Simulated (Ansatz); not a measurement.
The figure comes from a scan of LiF (rock salt): a phonon pattern at X = (0.5, 0.5, 0.0) is frozen into a 4-atom cell, Q being the largest atomic displacement. The numbers are results of r2SCAN (plane waves to 500 eV, PAW, scalar-relativistic; Ansatz, a program for electronic structure), not measurements. k mesh 14×14×14 (Γ-centred), Fermi-Dirac smearing 0.05 eV. The energy includes the smearing's −TS. LiF was relaxed with its symmetry unable to fall. The zero of ΔE is the undisplaced structure.

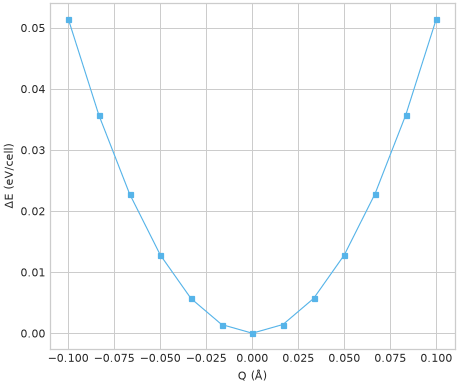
Figure: ΔE (eV/cell) against Q (Å); markers are the computed points, lines only join them.

Question: List the plotted points as numbers.

Answer: To the nearest 0.001:

```tsv
Q (Å)	ΔE (eV/cell)
-0.100	0.051
-0.083	0.036
-0.067	0.023
-0.050	0.013
-0.033	0.006
-0.017	0.001
0.000	0.000
0.017	0.001
0.033	0.006
0.050	0.013
0.067	0.023
0.083	0.036
0.100	0.051
```

(For displaced atoms, the force is minus the slope of the energy, and its curvature is a force constant, which sets phonon frequencies.)
